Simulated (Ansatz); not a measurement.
**BH (singlet): from Hartree-Fock to the top rungs at distance B1–H2 = 2.338 Å, cc-pVQZ**

How much of the correlation energy of BH (singlet) does each wave-function method recover here?

Computed with Ansatz 0.2.0, Gaussian basis. Level: cc-pVQZ, core rule «outside noble gas», up to 1 orbitals frozen.

Plan: UHF; CCSD(T) on RHF; CCSD(T) on UHF; BCCD(T) on RHF; CCSDT(Q) on RHF; CCSDT(Q) on UHF; CASSCF and NEVPT2, 4 electrons in 5 orbitals; Full CI.

14 further runs of the same task are left out: 9 that didn't finish, 5 set aside as unsound or not needed.

**1. The system**

The geometry derives from a PBE0/def2-TZVP stationary point (not a proven minimum). One bond is set to the value named and the two fragments are kept rigid.

2 atoms, charge 0, spin multiplicity 1.

Atoms are counted from 1 here; the program's logs count them from 0.

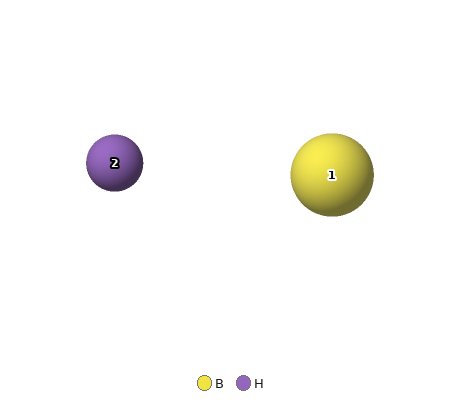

The structure; boron yellow, hydrogen purple; atoms are numbered from 1 in the order of the file.

In the tables R marks a restricted determinant and U an unrestricted one; 'valence' is the active space of 4 electrons in 5 orbitals; energies count from the table's Hartree-Fock row.

**2. UHF**

File in.yaml:

```yaml
crystal:
  periodic: [false, false, false]
  atoms:
    - {symbol: B, position_ang: [0.000000, 0.000000, 0.000000]}
    - {symbol: H, position_ang: [0.000000, 0.000000, 2.338000]}
basis:
  gaussian: {orbitals: cc-pVQZ}
magnetization: {spin_polarized: true, initial_magnetization: 0}
hamiltonian: {xc: hf}
output: {orbitals: {seedname: orbitals}}
```

The run is started by

```
ansatz run in.yaml --threads 1 --pin off --events-out ev --progress --plain --max-ram 2393MiB
```

Log:

```text
Functional definition: HF
  name "HF"
  cite "Fock, Z. Phys. 61, 126 (1930) doi:10.1007/BF01340294"
  parent pbe
  exchange = exact_x
  correlation = 0
280 factors; their error is unknown
mean field evaluation 1: about -679.1844 eV, gradient 8.2e0 eV
mean field evaluation 2: about -680.5080 eV, gradient 2.9e0 eV
mean field evaluation 4: about -680.5942 eV, gradient 1.4e-1 eV
mean field evaluation 8: about -680.5921 eV, gradient 2.2e-5 eV
mean field evaluation 16: about -681.3999 eV, gradient 6.7e-2 eV
mean field evaluation 32: about -681.4001 eV, gradient 1.3e-1 eV
mean field evaluation 64: about -677.6194 eV, gradient 1.3e1 eV
mean field evaluation 96: about -678.8662 eV, gradient 7.2e0 eV
mean field evaluation 128: about -681.1441 eV, gradient 5.7e-1 eV
mean field -681.39923957 eV, -25.0409601854 hartree, gradient 4.1e-6 eV, S^2 0.763929; 6 other end points of the search recorded, 0 dependent functions left out
reference -681.39923957 eV, -25.0409601854 hartree; 3, 3 occupied and 82, 82 virtual orbitals, 280 factors
Total energy: -681.39923957 eV, -25.0409601854 hartree
```

It took 0.87 s on 1 thread of Arm Neoverse V2, shared host.

From the report: ⟨S²⟩ of the determinant 0.764 (pure singlet: 0.00). The determinant is far from a pure spin state, so its energy mixes those of several spin states (harmless only where they are near-degenerate, as at dissociation).

The unrestricted solution breaks the spin symmetry, so the restricted determinant is unstable here.

**3. CCSD(T) on RHF**

File in.yaml:

```yaml
crystal:
  periodic: [false, false, false]
  atoms:
    - {symbol: B, position_ang: [0.000000, 0.000000, 0.000000]}
    - {symbol: H, position_ang: [0.000000, 0.000000, 2.338000]}
basis:
  gaussian: {orbitals: cc-pVQZ}
magnetization: {spin_polarized: false}
correlation: {method: ccsd_t, electrons: outside_noble_gas}
```

Same command.

Log, cut to the lines that bear on the results:

```text
Functional definition: HF
  name "HF"
  cite "Fock, Z. Phys. 61, 126 (1930) doi:10.1007/BF01340294"
  parent pbe
[...]
494 factors; integrals over basis functions are off by at most 1.6e-3 eV
[...]
mean field -680.59211386 eV, -25.0112988624 hartree, gradient 8.1e-6 eV, S^2 0.000000; 1 other end points of the search recorded, 0 dependent functions left out; unrestricted orbitals would lower it
1 core orbitals not correlated: weight in the atoms' cores, before any rotation towards them, 1.000 or more for the frozen orbitals, at most 0.000 for the correlated occupied ones
reference -680.59211386 eV, -25.0112988624 hartree; 2, 2 occupied and 82, 82 virtual orbitals, 494 factors
second order -2.34199794 eV of doubles, -0.00000000 eV of singles
cycle   1  -2.80886794 eV  change   -4.7e-1 eV  update   1.0e-1
[...]
cycle  12  -3.36329486 eV  change   -3.9e-6 eV  update   1.3e-6
perturbative correction -0.14083623 eV, -0.0051756360 hartree
Total energy: -684.09624495 eV, -25.1400733049 hartree
```

It took 1 s on 1 thread of Arm Neoverse V2, shared host.

From the report: correlation -3.5041 eV; T1 0.052; largest double amplitude 0.27.

**4. CCSD(T) on UHF**

Changes to in.yaml since step 3:

```diff
@@ -7,3 +7,3 @@
   gaussian: {orbitals: cc-pVQZ}
-magnetization: {spin_polarized: false}
+magnetization: {spin_polarized: true, initial_magnetization: 0}
 correlation: {method: ccsd_t, electrons: outside_noble_gas}
```

Same command.

Log, cut to the lines that bear on the results:

```text
Functional definition: HF
  name "HF"
  cite "Fock, Z. Phys. 61, 126 (1930) doi:10.1007/BF01340294"
  parent pbe
[...]
494 factors; integrals over basis functions are off by at most 1.6e-3 eV
[...]
mean field -681.39924334 eV, -25.0409603237 hartree, gradient 2.9e-6 eV, S^2 0.763930; 15 other end points of the search recorded, 0 dependent functions left out
determinant -681.39924334 eV, -25.0409603237 hartree, with singles and doubles -683.90109074 eV, -25.1329015200 hartree
determinant -681.12068339 eV, -25.0307234343 hartree, with singles and doubles -683.04242330 eV, -25.1013460736 hartree
determinant -680.59211386 eV, -25.0112988624 hartree, with singles and doubles -684.08984056 eV, -25.1398379478 hartree
1 core orbitals not correlated: weight in the atoms' cores, before any rotation towards them, 1.000 or more for the frozen orbitals, at most 0.000 for the correlated occupied ones
reference -681.39924334 eV, -25.0409603237 hartree; 2, 2 occupied and 82, 82 virtual orbitals, 494 factors
second order -1.49345384 eV of doubles, -0.00000000 eV of singles
cycle   1  -2.40001965 eV  change   -1.3e-1 eV  update   3.2e-2
[...]
cycle  14  -2.48999783 eV  change   -9.4e-8 eV  update   1.7e-6
perturbative correction -0.14565053 eV, -0.0053525584 hartree
Total energy: -684.03489171 eV, -25.1378186147 hartree
```

Run time: 5.5 s. Hardware: 1 thread of Arm Neoverse V2, shared host; peak memory 0.31 GiB.

From the report: ⟨S²⟩ of the determinant 0.764 (pure singlet: 0.00); correlation -2.6356 eV; T1 0.131; largest double amplitude 0.23. The determinant is far from a pure spin state, so its energy mixes those of several spin states (harmless only where they are near-degenerate, as at dissociation).

**5. BCCD(T) on RHF**

File in.yaml:

```yaml
crystal:
  periodic: [false, false, false]
  atoms:
    - {symbol: B, position_ang: [0.000000, 0.000000, 0.000000]}
    - {symbol: H, position_ang: [0.000000, 0.000000, 2.338000]}
basis:
  gaussian: {orbitals: cc-pVQZ}
magnetization: {spin_polarized: false}
correlation: {method: bccd_t, electrons: outside_noble_gas}
```

The command is unchanged.

Log, cut to the lines that bear on the results:

```text
Functional definition: HF
  name "HF"
  cite "Fock, Z. Phys. 61, 126 (1930) doi:10.1007/BF01340294"
  parent pbe
[...]
494 factors; integrals over basis functions are off by at most 1.6e-3 eV
[...]
mean field -680.59211386 eV, -25.0112988624 hartree, gradient 8.1e-6 eV, S^2 0.000000; 1 other end points of the search recorded, 0 dependent functions left out; unrestricted orbitals would lower it
1 core orbitals not correlated: weight in the atoms' cores, before any rotation towards them, 1.000 or more for the frozen orbitals, at most 0.000 for the correlated occupied ones
reference -680.59211386 eV, -25.0112988624 hartree; 2, 2 occupied and 82, 82 virtual orbitals, 494 factors
second order -2.34199794 eV of doubles, -0.00000000 eV of singles
cycle   1  -2.83279632 eV  change   -4.9e-1 eV  update   1.0e-1
[...]
cycle  13  -3.34795936 eV  change   -7.2e-7 eV  update   5.2e-7
perturbative correction -0.15094104 eV, -0.0055469810 hartree
Total energy: -684.09101427 eV, -25.1398810808 hartree
```

Wall time 1.4 s (1 thread of Arm Neoverse V2, shared host).

From the report: correlation -3.4989 eV; largest double amplitude 0.27.

**6. CCSDT(Q) on RHF**

Changes to in.yaml since step 5:

```diff
@@ -8,2 +8,2 @@
 magnetization: {spin_polarized: false}
-correlation: {method: bccd_t, electrons: outside_noble_gas}
+correlation: {method: ccsdt_q, electrons: outside_noble_gas}
```

Same command.

Log, cut to the lines that bear on the results:

```text
Functional definition: HF
  name "HF"
  cite "Fock, Z. Phys. 61, 126 (1930) doi:10.1007/BF01340294"
  parent pbe
[...]
945 factors; integrals over basis functions are off by at most 2.4e-7 eV
[...]
mean field -680.59211177 eV, -25.0112987855 hartree, gradient 8.1e-6 eV, S^2 0.000000; 1 other end points of the search recorded, 0 dependent functions left out; unrestricted orbitals would lower it
1 core orbitals not correlated: weight in the atoms' cores, before any rotation towards them, 1.000 or more for the frozen orbitals, at most 0.000 for the correlated occupied ones
reference -680.59211177 eV, -25.0112987855 hartree; 2, 2 occupied and 82, 82 virtual orbitals, 945 factors
second order -2.34202077 eV of doubles, -0.00000000 eV of singles
cycle   1  -2.80886033 eV  change   -4.7e-1 eV  update   1.1e-1
[...]
cycle  15  -3.52271091 eV  change    1.8e-7 eV  update   1.9e-7
perturbative correction -0.00384900 eV, -0.0001414481 hartree
Total energy: -684.11867168 eV, -25.1408974720 hartree
```

Wall time 11 s (1 thread of Arm Neoverse V2, shared host); peak memory 0.35 GiB.

From the report: correlation -3.5266 eV; T1 0.051; largest double amplitude 0.30.

**7. CCSDT(Q) on UHF**

Changes to in.yaml since step 6:

```diff
@@ -7,3 +7,3 @@
   gaussian: {orbitals: cc-pVQZ}
-magnetization: {spin_polarized: false}
+magnetization: {spin_polarized: true, initial_magnetization: 0}
 correlation: {method: ccsdt_q, electrons: outside_noble_gas}
```

Same command.

Log, cut to the lines that bear on the results:

```text
Functional definition: HF
  name "HF"
  cite "Fock, Z. Phys. 61, 126 (1930) doi:10.1007/BF01340294"
  parent pbe
[...]
945 factors; integrals over basis functions are off by at most 2.4e-7 eV
[...]
mean field -681.39924355 eV, -25.0409603315 hartree, gradient 2.8e-6 eV, S^2 0.763930; 16 other end points of the search recorded, 0 dependent functions left out
determinant -681.39924355 eV, -25.0409603315 hartree, with singles and doubles -683.90109700 eV, -25.1329017499 hartree
determinant -681.12068385 eV, -25.0307234512 hartree, with singles and doubles -683.04243007 eV, -25.1013463222 hartree
determinant -680.59211177 eV, -25.0112987855 hartree, with singles and doubles -684.08985899 eV, -25.1398386252 hartree
1 core orbitals not correlated: weight in the atoms' cores, before any rotation towards them, 1.000 or more for the frozen orbitals, at most 0.000 for the correlated occupied ones
reference -681.39924355 eV, -25.0409603315 hartree; 2, 2 occupied and 82, 82 virtual orbitals, 945 factors
second order -1.49346288 eV of doubles, -0.00000000 eV of singles
cycle   1  -1.82936445 eV  change   -3.4e-1 eV  update   7.2e-2
[...]
cycle  22  -2.71165171 eV  change    2.4e-7 eV  update   1.0e-7
perturbative correction -0.00960315 eV, -0.0003529093 hartree
Total energy: -684.12049841 eV, -25.1409646032 hartree
```

Wall time 86 s (1 thread of Arm Neoverse V2, shared host); peak memory 0.95 GiB.

From the report: ⟨S²⟩ of the determinant 0.764 (pure singlet: 0.00); correlation -2.7213 eV; T1 0.168; largest double amplitude 0.30. The determinant is far from a pure spin state, so its energy mixes those of several spin states (harmless only where they are near-degenerate, as at dissociation).

**8. CASSCF and NEVPT2, 4 electrons in 5 orbitals**

File in.yaml:

```yaml
crystal:
  periodic: [false, false, false]
  atoms:
    - {symbol: B, position_ang: [0.000000, 0.000000, 0.000000]}
    - {symbol: H, position_ang: [0.000000, 0.000000, 2.338000]}
basis:
  gaussian: {orbitals: cc-pVQZ}
correlation: {method: sc_nevpt2, electrons: outside_noble_gas, active_space: {window: {electrons: 4, orbitals: 5}, shells: [{species: B, l: s, shell: 2}, {species: B, l: p, shell: 2}, {species: H, l: s, shell: 1}]}}
```

The command is unchanged.

Log:

```text
Functional definition: HF
  name "HF"
  cite "Fock, Z. Phys. 61, 126 (1930) doi:10.1007/BF01340294"
  parent pbe
  exchange = exact_x
  correlation = 0
945 factors; integrals over basis functions are off by at most 2.4e-7 eV
mean field evaluation 1: about -679.1825 eV, gradient 1.2e1 eV
mean field evaluation 2: about -679.1827 eV, gradient 1.2e1 eV
mean field evaluation 4: about -680.5752 eV, gradient 1.4e0 eV
mean field evaluation 8: about -680.5921 eV, gradient 1.1e-3 eV
mean field evaluation 16: about -680.5437 eV, gradient 2.3e0 eV
mean field -680.59211177 eV, -25.0112987855 hartree, gradient 8.1e-6 eV, S^2 0.000000; 1 other end points of the search recorded, 0 dependent functions left out; unrestricted orbitals would lower it
reference -680.59211177 eV, -25.0112987855 hartree; 3, 3 occupied and 82, 82 virtual orbitals, 945 factors
state -683.01104872 eV, -25.1001930791 hartree
state -683.01104872 eV, -25.1001930791 hartree; corrected -683.81646797 eV, -25.1297916906 hartree
Total energy: -683.81646797 eV, -25.1297916906 hartree
Checks for a lower state left out: starts, orbital_swaps
```

Wall time 1.4 s (1 thread of Arm Neoverse V2, shared host).

From the report: 28 determinants; active occupations 1.89, 1.76, 0.22, 0.06, 0.06.

**9. Full CI**

File in.yaml:

```yaml
crystal:
  periodic: [false, false, false]
  atoms:
    - {symbol: B, position_ang: [0.000000, 0.000000, 0.000000]}
    - {symbol: H, position_ang: [0.000000, 0.000000, 2.338000]}
basis:
  gaussian: {orbitals: cc-pVQZ}
correlation: {method: fci, electrons: outside_noble_gas}
```

The command is unchanged.

Log:

```text
Functional definition: HF
  name "HF"
  cite "Fock, Z. Phys. 61, 126 (1930) doi:10.1007/BF01340294"
  parent pbe
  exchange = exact_x
  correlation = 0
945 factors; integrals over basis functions are off by at most 2.4e-7 eV
mean field evaluation 1: about -679.1825 eV, gradient 1.2e1 eV
mean field evaluation 2: about -679.1827 eV, gradient 1.2e1 eV
mean field evaluation 4: about -680.5752 eV, gradient 1.4e0 eV
mean field evaluation 8: about -680.5921 eV, gradient 1.1e-3 eV
mean field evaluation 16: about -680.5437 eV, gradient 2.3e0 eV
mean field -680.59211177 eV, -25.0112987855 hartree, gradient 8.1e-6 eV, S^2 0.000000; 1 other end points of the search recorded, 0 dependent functions left out; unrestricted orbitals would lower it
1 core orbitals not correlated: weight in the atoms' cores, before any rotation towards them, 1.000 or more for the frozen orbitals, at most 0.000 for the correlated occupied ones
reference -680.59211177 eV, -25.0112987855 hartree; 2, 2 occupied and 82, 82 virtual orbitals, 945 factors
state -684.11709607 eV, -25.1408395695 hartree
Total energy: -684.11709607 eV, -25.1408395695 hartree
```

Wall time 31 s (1 thread of Arm Neoverse V2, shared host); peak memory 0.54 GiB.

From the report: 3,068,596 determinants, symmetry A1.

**10. How many determinants matter**

Natural occupations of the FCI state about the gap (report; correlated orbitals 1 to 10): 1.877, 1.746, 0.227, 0.054, 0.054, 0.008, 0.006, 0.006, 0.006, 0.004. The count of effectively unpaired electrons, Σ n²(2 − n)², is 0.43; a single determinant of this spin has 0.

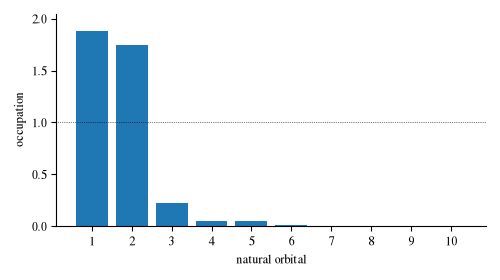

Natural occupations of the FCI state.

**11. All levels against the top one**

The yardstick is full CI for this spin, exact in this basis with these frozen cores. Rows without a time come out of other runs: HF, MP2 and CCSD of CCSD(T), CCSDT of CCSDT(Q), CASSCF and MRCISD of the multireference runs.

Differences are taken before rounding.

| method | energy from the lowest RHF (kcal/mol) | from FCI (kcal/mol) | time |
| --- | --- | --- | --- |
| RHF | 0.00 | +81.29 |  |
| UHF | -18.61 | +62.68 |  |
| RMP2 | -54.01 | +27.28 |  |
| UMP2 | -53.05 | +28.24 |  |
| RCCSD | -77.56 | +3.73 |  |
| UCCSD | -76.03 | +5.25 |  |
| RCCSD(T) | -80.81 | +0.48 | 1 s |
| UCCSD(T) | -79.39 | +1.90 | 5.5 s |
| BCCD(T) | -80.69 | +0.60 | 1.4 s |
| RCCSDT | -81.24 | +0.05 |  |
| UCCSDT | -81.15 | +0.14 |  |
| RCCSDT(Q) | -81.32 | -0.04 | 11 s |
| UCCSDT(Q) | -81.37 | -0.08 | 86 s |
| CASSCF valence | -55.78 | +25.51 |  |
| NEVPT2 valence | -74.36 | +6.93 | 1.4 s |
| FCI | -81.29 | 0 | 31 s |

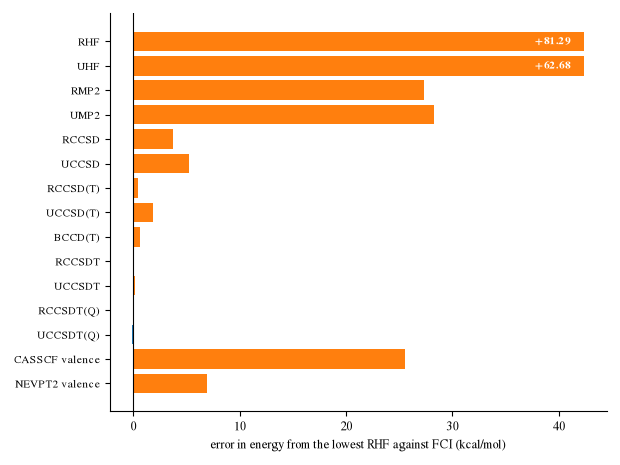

Error of each method against FCI. Bars with a number in them are cut short.

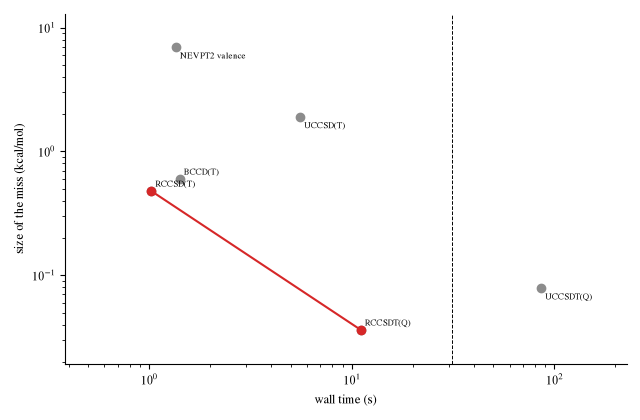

Miss against cost. Red marks the levels that no quicker level drawn beats (of those quicker than the yardstick), and the dashed line is the time of FCI. Times are from a shared host.

**12. Results**

| quantity | value |
| --- | --- |
| FCI below the RHF energy | -3.5250 eV |
| RMP2 from FCI | +27.28 kcal/mol |
| UMP2 from FCI | +28.24 kcal/mol |
| RCCSD from FCI | +3.73 kcal/mol |
| RCCSD(T) from FCI | +0.48 kcal/mol |
| UCCSD(T) from FCI | +1.90 kcal/mol |
| RCCSDT(Q) from FCI | -0.04 kcal/mol |
| UCCSDT(Q) from FCI | -0.08 kcal/mol |
| NEVPT2 valence from FCI | +6.93 kcal/mol |
| levels within 1 kcal/mol (43 meV) | RCCSD(T), BCCD(T), RCCSDT, UCCSDT, RCCSDT(Q), UCCSDT(Q) |
| T1 diagnostic | 0.052 |
| effectively unpaired electrons | 0.43 |

**Reading.** RCCSD(T) lands +0.48 kcal/mol from the yardstick (0.6 % of the correlation energy). CCSD(T) misses by +0.48 kcal/mol on the restricted determinant and by +1.90 kcal/mol on the unrestricted one; the two need not hold the same state or core. UCCSDT(Q) falls below full CI: unrestricted runs freeze a spin-polarised core, another one than full CI's, and coupled cluster isn't variational. The occupations show some static correlation. These misses are within one basis, not against nature.

RCCSDT(Q) reaches 0.04 kcal/mol from the reference in 11 s, where FCI took 31 s; the quickest level in the cost chart, RCCSD(T), takes 1 s and misses by 0.48 kcal/mol.
